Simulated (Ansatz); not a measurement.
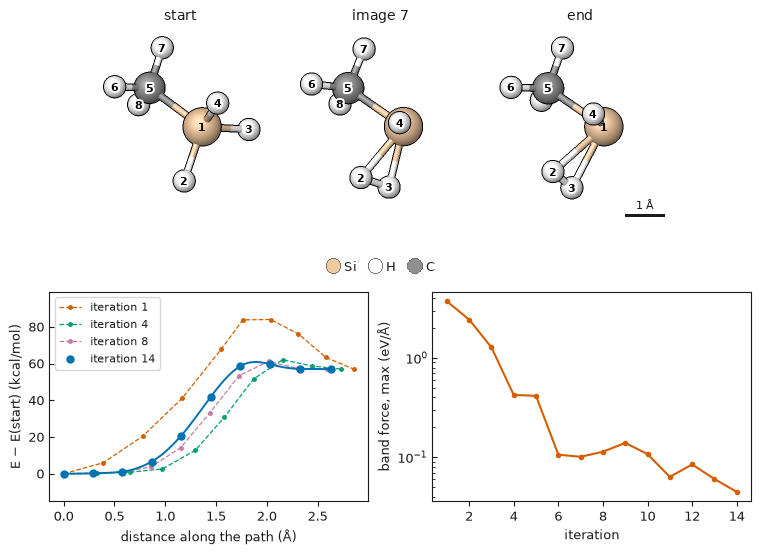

A nudged-elastic-band calculation for CH6Si. Images are numbered from 0 (start) to 9 (end). The plot follows the band through its iterations. Style: ball-and-stick. Shown from a free direction.

Theory: RKS PBE0-D4/def2-SVP in Ansatz. Run with 8 movable images; no climbing image; force threshold 0.05 eV/Å; iteration limit 60; starting path through a guess of the saddle point.

**Did the band converge, and can the barrier be trusted?**

The run is converged, with reservations. The band converged in 14 iterations. The largest component of the band force went from 3.7 to 0.045 eV/Å. No image climbed, so the highest image needn't lie on the saddle point, and the true maximum along this path can be higher. The first iteration put the highest image at 84.0 kcal/mol. Forward barrier 59.6 kcal/mol, backward barrier 2.6 kcal/mol, with image 7 at the top; the reaction energy is +57.0 kcal/mol.
